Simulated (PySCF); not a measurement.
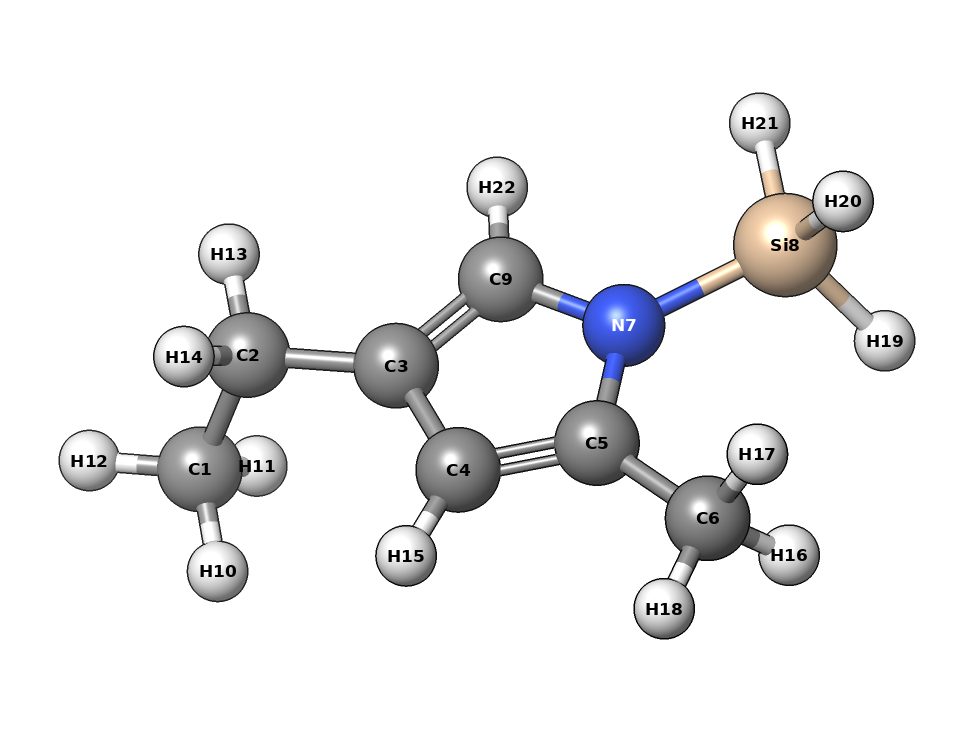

The computed structure is the end point of a PBE0-D3(BJ)/def2-SVP optimisation. No frequency run is at hand to confirm it as a minimum. Method: delta-SCF UKS SCAN, pcX-2 on the ionised atom, pcseg-1 elsewhere, spin-free X2C (PySCF 2.14.0).

Give the core-electron binding energies (to vacuum; p and d levels without spin–orbit splitting) of C1 1s, C2 1s, C3 1s, C4 1s, C5 1s, C6 1s, N7 1s, Si8 1s, Si8 2p, C9 1s.

```tsv
atom	level	binding energy (eV)
C1	1s	290.2
C2	1s	290.4
C3	1s	289.4
C4	1s	289.2
C5	1s	290.4
C6	1s	290.8
N7	1s	405.0
Si8	1s	1847.2
Si8	2p	107.6
C9	1s	290.0
```
